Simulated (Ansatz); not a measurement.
A computed series for W: pressure series

Base system: W in the bcc (W type) structure (space group Im-3m, No. 229; a = 3.1693 Å).

Cell and atoms are relaxed at each pressure.

Method: r2SCAN (Ansatz, a first-principles code; PAW; 500 eV plane waves; no spin-orbit coupling).

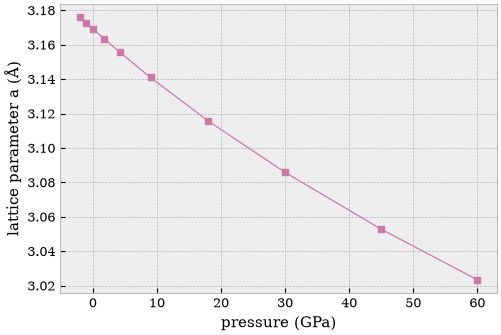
Fig. 1. Lattice parameter a against pressure

From the plot, what is the lattice parameter a for pressure 18 GPa?

About 3.12 Å.

Is the trend monotonic over the range shown?

Yes, it falls throughout, spanning 3.023 Å to 3.176 Å.

Load acts through the strain it causes; cell and atoms are relaxed under it. Whether these cells are dynamically stable was not tested. Competing high-pressure phases were not computed. The final runs are not spin-polarised.
